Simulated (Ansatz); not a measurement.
# AlBiSe3 (model cell, started as cubic perovskite with Al in the octahedra): following an unstable mode, part 2 of 3

Which phase does AlBiSe3 (model cell, started as cubic perovskite with Al in the octahedra) fall into along its unstable mode, and how much energy does it gain?

Ansatz 0.2.0; DFT PBEsol, scalar-relativistic, plane waves, PAW.

So far, highest frequency on the path or at a solved wavevector (cm⁻¹): step 2 (response at finite wavevector) 341. Also lowest frequency on the path (cm⁻¹): step 2 -157.

The structure was built from a prototype and need not be the compound's stable phase.

## 4. The mode frozen in, largest atomic shift 0.6 Å

The atoms are moved along the unstable eigenvector, the largest shift by 0.6 Å, with the cell fixed.

File input.yaml:

```yaml
crystal:
  lattice:
    - [-4.8529979444, 0.0, 0.0]
    - [0.0, -4.8529979444, -4.8529979444]
    - [0.0, -4.8529979444, 4.8529979444]
  atoms:
    - { symbol: Bi, position: [0.0, 1.0, 0.0] }
    - { symbol: Bi, position: [0.0, 0.5, 0.5] }
    - { symbol: Al, position: [0.5, 0.0, 0.5] }
    - { symbol: Al, position: [0.5, 0.5, 0.0] }
    - { symbol: Se, position: [0.5, 0.6881825413, 0.6881825413] }
    - { symbol: Se, position: [0.5, 0.3118174587, 0.3118174587] }
    - { symbol: Se, position: [0.5, 0.8118174587, 0.1881825413] }
    - { symbol: Se, position: [0.5, 0.1881825413, 0.8118174587] }
    - { symbol: Se, position: [1.0, 0.0, 0.5] }
    - { symbol: Se, position: [1.0, 0.5, 0.0] }
kpoints:
  mp_grid: { grid: [6, 6, 6] }
hamiltonian:
  xc: pbesol
scf:
  occupations: { method: methfessel_paxton, width: 0.15 }
output:
  forces: true
  stress: true
  eigenvalues: true
```

On the command line:

```
> ansatz run input.yaml --threads 8 --pin off --max-ram 14336MiB --backend cpu --events-out ev --progress --plain --runs-dir out
```

Numbers of over 12 decimals in the logs are rounded to 6 here.

Output:

```text
[...]
Crystal: 10 atoms, lattice volume = 228.592 Å³
Basis set: ecut = 420 eV, 4421 PW (Γ), exchange–correlation on 72×96×96 points (8 copies of the dense FFT grid, shifted against one another)
Bands: 80, of which v1, the nominal top of the filled ones, is band 66 counted from 1 (65 counted from 0)
Symmetry: 16 space group operations
[...]
k-points: 40 of 216
[...]
k-point 0: bands = [... 62 lower, 8.2600, 8.2600, 8.4414, 8.4414, 10.3869, 11.0405, 11.3472, 11.3472, ... 10 higher]
  k-point 1: bands = [... 62 lower, 8.1991, 8.4447, 8.4624, 8.7790, 10.5847, 10.9124, 11.0681, 11.1865, ... 10 higher]
  k-point 2: bands = [... 62 lower, 8.0707, 8.1975, 8.5067, 9.2179, 10.1515, 10.2724, 11.2166, 11.2789, ... 10 higher]
  k-point 39: bands = [... 62 lower, 8.6378, 8.6378, 8.9741, 8.9741, 9.9284, 9.9284, 11.9904, 11.9904, ... 10 higher]
[key lines of the parts left out:]
SCF converged after 8 iterations
Free energy (F): -58081.821352 eV
Fermi energy:    9.493911 eV
P = ⅓ Tr σ = 0.2668 GPa (2.668 kbar)
```

Wall time 4.5 s (8 threads of Intel Xeon 6975P-C (Granite Rapids), shared host); peak memory 1.4 GiB.

Numbers from this step:

* pressure: 0.2668 GPa
* energy from the undistorted cell: -195.8 meV/atom

The energy, extrapolated to zero smearing, is -195.76 meV/atom against the undistorted cell.

The run ends at a pressure of 0.27 GPa, with forces up to 0.39 eV/Å.

## 5. Energy along the mode, all amplitudes (two of the runs are shown above)

An imaginary frequency means negative curvature, so the energy should fall and then rise again as anharmonic terms take over.

Numbers from this step:

```
depth at the lowest point sampled  : 195.8 meV/atom
largest atomic shift at that point : 0.6 Å
```

The energy from the parent by largest atomic shift:

```
largest atomic shift (Å)  energy from the parent (meV/atom)
                   0.000                                  0
                   0.040                              -2.37
                   0.080                              -9.51
                   0.140                              -27.3
                   0.220                              -58.4
                   0.320                               -102
                   0.450                               -156
                   0.600                               -196
```

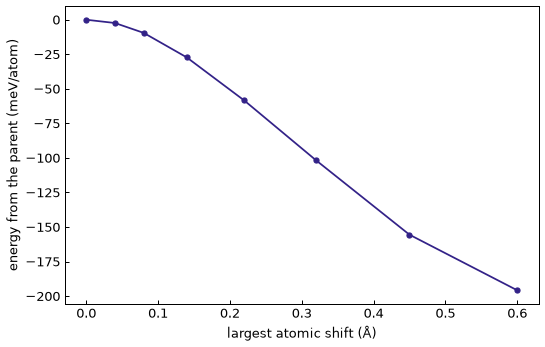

Energy from the parent, plotted against largest atomic shift.

Displacement at unit largest shift by atom:

```
atom  x (Å)  y (Å)  z (Å)  size
 Bi1   0.00   0.00   0.00  0.00
 Bi2   0.00   0.00   0.00  0.00
 Al3   0.00   0.00   0.00  0.00
 Al4   0.00   0.00   0.00  0.00
 Se5   0.00   1.00   0.00  1.00
 Se6   0.00  -1.00   0.00  1.00
 Se7   0.00   0.00  -1.00  1.00
 Se8   0.00   0.00   1.00  1.00
 Se9   0.00   0.00   0.00  0.00
Se10   0.00   0.00   0.00  0.00
```

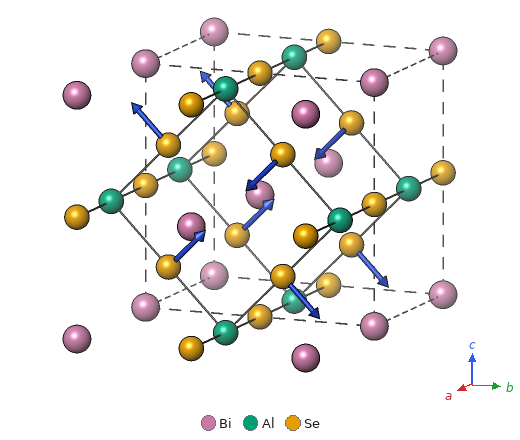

Displacement at unit largest shift as arrows, the longest 1 Å. 2×1×1 cells are drawn. Some periodic images of atoms are drawn too.

The lowest of the steps tried is the last one, at 0.6 Å, 196 meV/atom below the parent; the bottom of the well need not coincide with a step.

## 6. Relaxing from the distorted cell

Starting from the lowest point found, all atoms and the cell are let go, so that strain and other modes of the same symmetry can join in.

input.yaml, as its differences from that of step 4:

```diff
@@ -26 +26,6 @@
   eigenvalues: true
+relax:
+  adjacent_minimum: "off"
+  f_tol: 0.002
+  max_steps: 120
+  cell: { stress_tol: 0.03 }
```

Output:

```text
[...]
Crystal: 10 atoms, lattice volume = 228.592 Å³
Basis set: ecut = 420 eV, 4421 PW (Γ), exchange–correlation on 72×96×96 points (8 copies of the dense FFT grid, shifted against one another)
Bands: 80, of which v1, the nominal top of the filled ones, is band 66 counted from 1 (65 counted from 0)
Symmetry: 16 space group operations
[...]
k-points: 40 of 216
[...]
SCF iter   1: F=—  HF=-58081.841395 eV  |F-HF|=—  |Δ(HF+E_count)|=         —  Δρ=4.02e-3  dr2=7.73e-2  ethr=1.77e-3  ⟨swp⟩=7.0  Hψ=12404  notcnv=0  defer=19
[...]
SCF iter   8: F=-58081.821352 eV  HF=-58081.821352 eV  |F-HF|=2.18e-8  |Δ(HF+E_count)|=   1.31e-7  S|Δr|=    0.00e0  Δρ=4.50e-6  dr2=8.64e-8  ethr=7.58e-11  ⟨swp⟩=10.8  Hψ=14805  notcnv=0
SCF 1 converged in 8 iterations: F = -58081.821352 eV  dr2 = 8.64e-8
[...]
relax step   1: F+E_penalty+E_count = -58081.82135212 eV  Δ(F+E_penalty+E_count) = +0.000e0 eV  max|allowed force component| = 3.854e-1 eV/Å  Δτ_max = 0.0000 Å  P = +0.267 GPa  Ω = 228.592 Å³  (8 SCF iters, dr2 threshold 1.00e-7 eV, accepted)
Crystal: 10 atoms, lattice volume = 225.779 Å³
Basis set: ecut = 420 eV, 4385 PW (Γ), exchange–correlation on 72×96×96 points (8 copies of the dense FFT grid, shifted against one another)
[...]
SCF iter   7: F=-58082.014613 eV  HF=-58082.014613 eV  |F-HF|=1.19e-7  |Δ(HF+E_count)|=   1.20e-7  S|Δr|=    0.00e0  Δρ=7.00e-6  dr2=1.64e-7  ethr=7.58e-10  ⟨swp⟩=6.3  Hψ=13672  notcnv=0
SCF 2 converged in 7 iterations: F = -58082.014613 eV  dr2 = 1.64e-7
[...]
relax step   2: F+E_penalty+E_count = -58082.01461279 eV  Δ(F+E_penalty+E_count) = -1.933e-1 eV  max|allowed force component| = 3.457e-1 eV/Å  Δτ_max = 0.1846 Å  P = +1.220 GPa  Ω = 225.779 Å³  energy of the carried Pulay correction = +4.364e-4 eV  (7 SCF iters, dr2 threshold 1.00e-6 eV, accepted)
Crystal: 10 atoms, lattice volume = 229.420 Å³
Basis set: ecut = 420 eV, 4473 PW (Γ), exchange–correlation on 72×96×96 points (8 copies of the dense FFT grid, shifted against one another)
[...]
SCF iter   6: F=-58082.103662 eV  HF=-58082.103662 eV  |F-HF|=4.04e-8  |Δ(HF+E_count)|=   4.79e-7  S|Δr|=    0.00e0  Δρ=1.27e-5  dr2=6.26e-7  ethr=7.58e-10  ⟨swp⟩=7.8  Hψ=15212  notcnv=0
SCF 3 converged in 6 iterations: F = -58082.103662 eV  dr2 = 6.26e-7
[...]
relax step   3: F+E_penalty+E_count = -58082.10366212 eV  Δ(F+E_penalty+E_count) = -8.905e-2 eV  max|allowed force component| = 9.809e-3 eV/Å  Δτ_max = 0.0345 Å  P = -0.397 GPa  Ω = 229.420 Å³  energy of the carried Pulay correction = -1.275e-4 eV  (6 SCF iters, dr2 threshold 1.00e-6 eV, accepted)
[...]
relax step   4: F+E_penalty+E_count = -58082.10746214 eV  Δ(F+E_penalty+E_count) = -3.800e-3 eV  max|allowed force component| = 1.909e-2 eV/Å  Δτ_max = 0.0010 Å  P = +0.165 GPa  Ω = 227.483 Å³  energy of the carried Pulay correction = +1.714e-4 eV  (5 SCF iters, dr2 threshold 8.50e-7 eV, accepted)
[...]
relax step   5: F+E_penalty+E_count = -58082.10781343 eV  Δ(F+E_penalty+E_count) = -3.513e-4 eV  max|allowed force component| = 9.259e-4 eV/Å  Δτ_max = 0.0041 Å  P = +0.005 GPa  Ω = 228.001 Å³  energy of the carried Pulay correction = +9.115e-5 eV  (6 SCF iters, dr2 threshold 7.90e-8 eV, accepted)
Basis set: ecut = 420 eV, 4441 PW (Γ), exchange–correlation on 72×90×90 points (8 copies of the dense FFT grid, shifted against one another)
[...]
SCF iter   7: F=-58082.108034 eV  HF=-58082.108034 eV  |F-HF|=2.91e-11  |Δ(HF+E_count)|=  7.28e-12  S|Δr|=    0.00e0  Δρ=5.48e-8  dr2=1.63e-11  ethr=1.00e-12  ⟨swp⟩=4.5  Hψ=12420  notcnv=0
SCF 6 converged in 7 iterations: F = -58082.108034 eV  dr2 = 1.63e-11
relax step   6: F+E_penalty+E_count = -58082.10803404 eV  Δ(F+E_penalty+E_count) = -2.206e-4 eV  max|allowed force component| = 9.060e-4 eV/Å  Δτ_max = 0.0000 Å  P = +0.004 GPa  Ω = 228.001 Å³  stress off target by 1.80e-2 GPa  SCF on the basis re-selected at this cell (its energy is not comparable with the rows above)  (7 SCF iters)
basis re-selected at this cell: Δ(F+E_penalty+E_count) = -2.206e-4 eV, ΔP = -0.001 GPa vs the last step (what re-selecting the basis moved, of the pressure what is left beyond the Pulay correction that the steps carried, after the strain that the cell walked since its last selection, with what the two solves' SCF thresholds leave and, on support functions, any second-order correction that the steps lacked; it is no measure of the basis error at this ecutwfc). The dense FFT grid was sized anew with the basis: this SCF ran on 36×45×45 points, the steps before it on 36×48×48, so part of this shift can come from that change (see relax.cell in the input reference). [rest of the remark cut]
SCF converged after 7 iterations
[...]
Free energy (F): -58082.108034 eV
[...]
Internal energy: -58082.106537 eV  (E = F + TS)
E sigma→0 (E₀):  -58082.107660 eV
Entropy (-TS):   -0.001497 eV (-0.150 meV/atom)
Fermi energy:    9.542389 eV
[...]
--- Forces (eV/Å), atoms counted from 1 ---
  atom   1  Bi     0.00000000     0.00000000    -0.00000000
  atom   2  Bi    -0.00000000     0.00000000     0.00000000
  atom   3  Al     0.00000000    -0.00000000    -0.00000000
  atom   4  Al     0.00000000    -0.00000000     0.00000000
  atom   5  Se     0.00000000     0.00090599    -0.00000000
  atom   6  Se    -0.00000000    -0.00090599     0.00000000
  atom   7  Se    -0.00000000    -0.00000000    -0.00090599
  atom   8  Se     0.00000000     0.00000000     0.00090599
  atom   9  Se     0.00000000     0.00000000     0.00000000
  atom  10  Se     0.00000000     0.00000000    -0.00000000
  max |Σ_I F_I| component: 1.73e-18 eV/Å
--- Stress (GPa, compression-positive) ---
        0.018039      -0.000000      -0.000000
       -0.000000      -0.003016       0.000000
        0.000000       0.000000      -0.003016
  P = ⅓ Tr σ = 0.0040 GPa (0.040 kbar)
--- Band table (eV; the first three rows and the last of 40) ---
  k-point 0: bands = [... 62 lower, 7.8846, 8.3374, 9.0987, 9.0987, 10.7199, 11.5924, 11.8189, 11.8189, ... 10 higher]
  k-point 1: bands = [... 62 lower, 7.8559, 8.3509, 8.8627, 9.0272, 11.0472, 11.4256, 11.4395, 11.5637, ... 10 higher]
  k-point 2: bands = [... 62 lower, 7.9668, 8.3525, 8.7418, 9.0310, 10.2965, 10.6022, 11.5653, 11.6823, ... 10 higher]
  k-point 39: bands = [... 62 lower, 9.0666, 9.0666, 9.0990, 9.0990, 9.5688, 9.5688, 11.5393, 11.5393, ... 10 higher]
--- Relaxed structure (5 steps of the walk, 5 accepted, 1 SCFs on fresh bases) ---
  F+E_penalty+E_count = -58082.10803404 eV   max|allowed force component| = 9.060e-4 eV/Å   (the final SCF, on the basis selected at the relaxed cell)
  cell:  # Å, volume = 228.0014 Å³
    - [-5.114623, 0, 0]
    - [0, -4.721141, -4.721141]
    - [0, -4.721141, 4.721141]
  atoms:
    - { symbol: Bi, position: [0, 1.0, 0.0] }
    - { symbol: Bi, position: [0, 0.5, 0.5] }
    - { symbol: Al, position: [0.5, 0.0, 0.5] }
    - { symbol: Al, position: [0.5, 0.5, 0.0] }
    - { symbol: Se, position: [0.5, 0.672197, 0.672197] }
    - { symbol: Se, position: [0.5, 0.327803, 0.327803] }
    - { symbol: Se, position: [0.5, 0.827803, 0.172197] }
    - { symbol: Se, position: [0.5, 0.172197, 0.827803] }
    - { symbol: Se, position: [1.0, 0.0, 0.5] }
    - { symbol: Se, position: [1.0, 0.5, 0.0] }
```

It took 31 s on 8 threads; peak memory 1.5 GiB.

The steps of the relaxation:

```
step  energy less that of the first step (eV)  largest force component (eV/Å)  pressure (GPa)  volume (Å³)
   1                                   0.0000                          0.3854            0.27       228.59
   2                                  -0.1933                          0.3457            1.22       225.78
   3                                  -0.2823                          0.0098           -0.40       229.42
   4                                  -0.2861                          0.0191            0.16       227.48
   5                                  -0.2865                          0.0009            0.00       228.00
  6*                                  -0.2867                          0.0009            0.00       228.00
```

Relaxation steps marked * repeat the geometry before them on a plane-wave basis chosen anew for their cell, so energy and pressure can jump there.

Forces are held to the 16 operations that the run works with; a distortion that breaks them can't arise in this run.

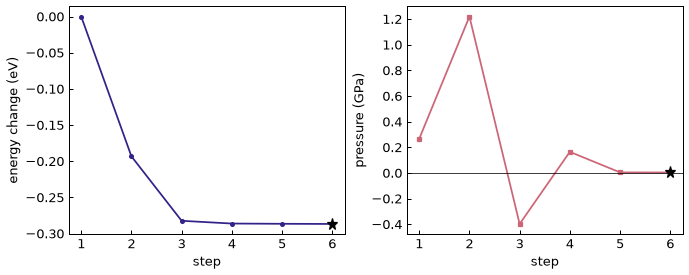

Energy and pressure along the relaxation. Stars mark steps on a basis chosen anew.

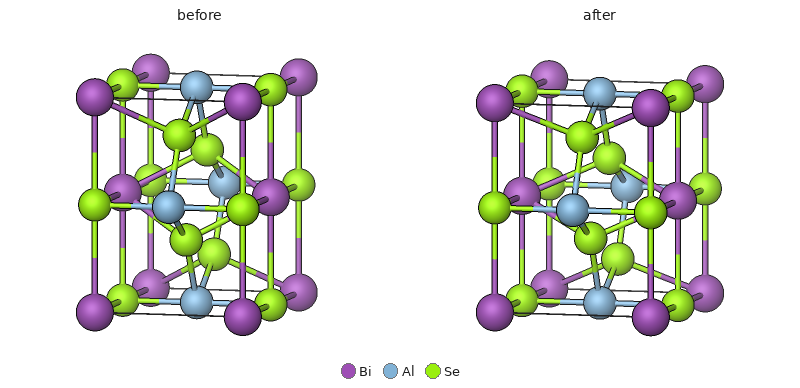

Before and after, at one scale.

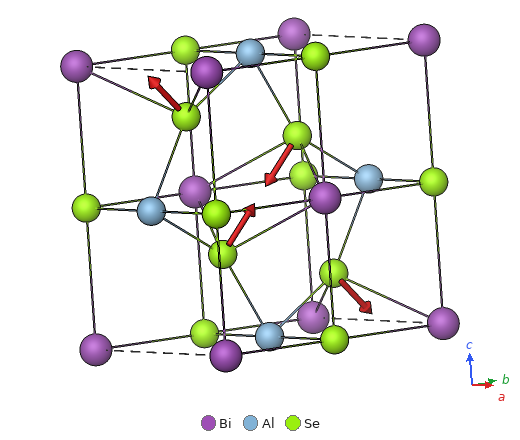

Displacements in the relaxation, exaggerated, measured against the changing cell; the longest in the cell stands for 0.15 Å. Some periodic images of atoms are drawn too.

```
     cell as run  before  after  change
           a (Å)   4.853  5.115  +5.4 %
           b (Å)   6.863  6.677  -2.7 %
           c (Å)   6.863  6.677  -2.7 %
volume (Å³/atom)   22.86  22.80  -0.3 %
```

The atoms that moved most (Å, as changes of fractional coordinates times the final cell):

```
atom     dx      dy      dz  length
 Se5  0.000   0.151   0.000   0.151
 Se7  0.000   0.000  -0.151   0.151
 Se8  0.000   0.000   0.151   0.151
 Se6  0.000  -0.151   0.000   0.151
```

Numbers from this step:

- pressure: 0.004002 GPa
- volume per atom: 22.80 Å³

The distorted start has space group P4/mbm; the relaxation ends in P4/mbm.

(Part 2 of 3 ends here.)

[Logs are printed without paths, hosts, clocks, repeated set-up lines and the standing remarks that a program may print on its own settings, such as how far it seeks lower states.]

[Hosts, paths, dates, database ids (printed as entryN), source tags and the programs' standing remarks are cut or masked in the printed files.]
